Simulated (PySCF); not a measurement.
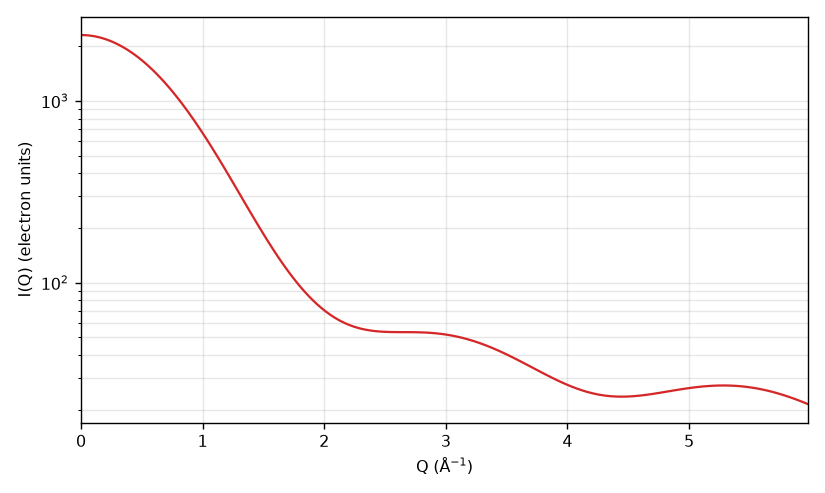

Elastic X-ray scattering of a randomly oriented, rigid molecule, calculated with the Debye equation from neutral-atom form factors (independent atoms, no Compton part, no vibration). The geometry is the end point of an optimisation (PBE0-D3(BJ)/def2-SVP geometry optimisation, gas phase in PySCF); it may be a saddle point or a higher isomer. It contains C, H.

Q: How many electrons does the independent-atom model of the molecule hold?

A: I(0) is the square of the electron number: I(0) = 2300, so about 48 electrons, the count of C6H12.

Q: What radius of gyration does the initial fall-off give?

A: From I(Q) ≈ I(0) exp(−Q²R²/3) at small Q, R ≈ 1.96 Å. It is larger than the electron-weighted radius of the nuclear positions alone (1.79 Å), because each atom's electron cloud adds to it.
